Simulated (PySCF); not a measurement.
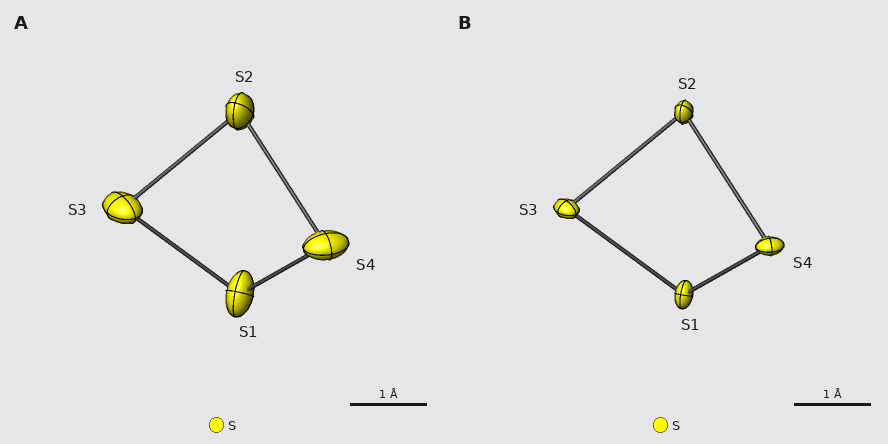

Displacement ellipsoids at the 50 % level, scaled by 3, from the internal vibrations of the free molecule (harmonic, no overall translation or rotation; no half-axis is drawn under 0.075 Å). Vibrations computed with RKS-based PBE0, S def2-TZVP; non-relativistic; density fitting (PySCF 2.14.0). One panel is for 298 K, the other for 900 K.

**Which panel is for 900 K?**

A.

**How much does the mean-square displacement of S1 grow, and why?**

U_eq goes from 0.0011 to 0.0029 Å², a factor of 2.5. Modes below kT (626 cm⁻¹ at 900 K) grow about in proportion to T, and the lowest lies at 211 cm⁻¹; the mean-square amplitude of a mode is its zero-point value times coth(ħω/2kT), which comes close to 1 only above about 3kT.

This isn't the lowest structure that the search found: a triplet minimum of C2v symmetry lies 41 kJ/mol lower at the level of the geometry.
